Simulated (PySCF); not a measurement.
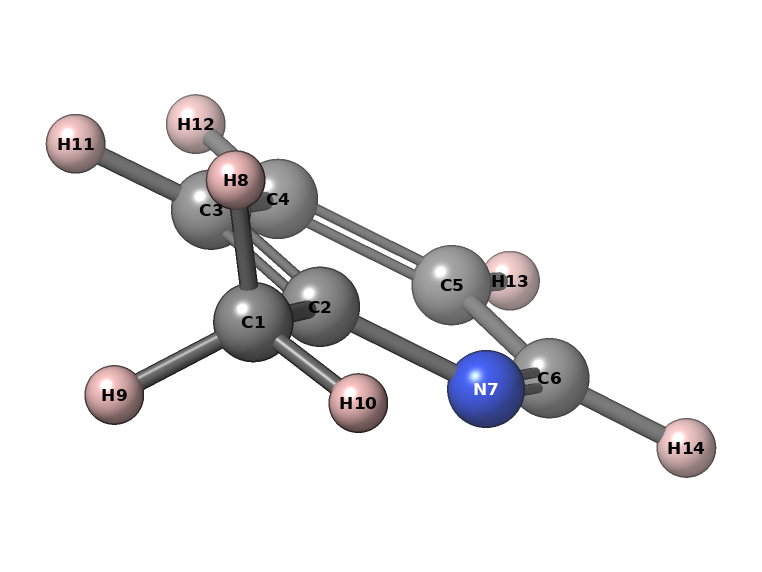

C2 lies behind C1. The molecule seen a little off the C1–C2 bond, C1 in front. Distant atoms are faded towards the background colour. Computed geometry: PBE0-D3(BJ)/def2-SVP optimisation. No frequency run is at hand to confirm it as a minimum.

Question: What is the torsion angle H8–C1–C2–N7? The sign is positive where the front bond must turn clockwise to cover the back bond.

Answer: 120°, anticlinal.
